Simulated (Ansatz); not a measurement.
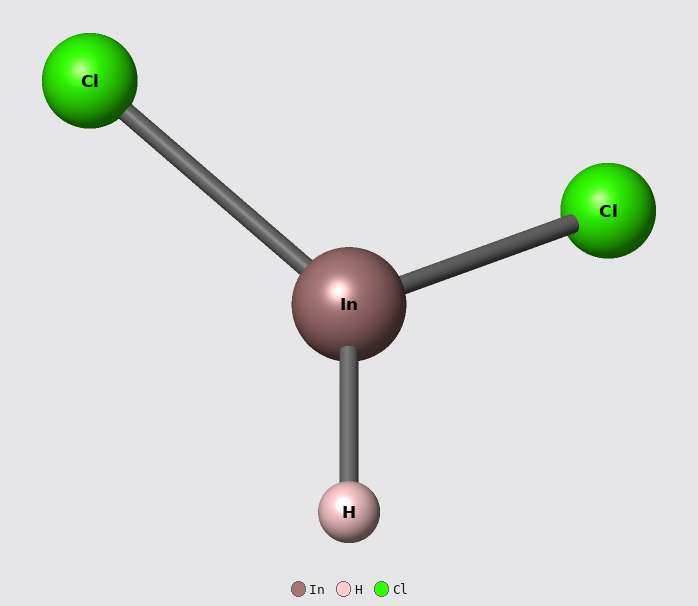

Sticks follow a distance rule. Harmonic vibrations computed with RKS PBE0-D4/def2-TZVP, core potentials on In (Ansatz 0.2.0) at a stationary point of the same level.

> How many imaginary frequencies does it have?

A minimum: no imaginary frequency, and the lowest mode lies at 101 cm⁻¹.

> List the wavenumbers.

6 modes: 101, 362, 367, 380, 467, 1909 cm⁻¹.
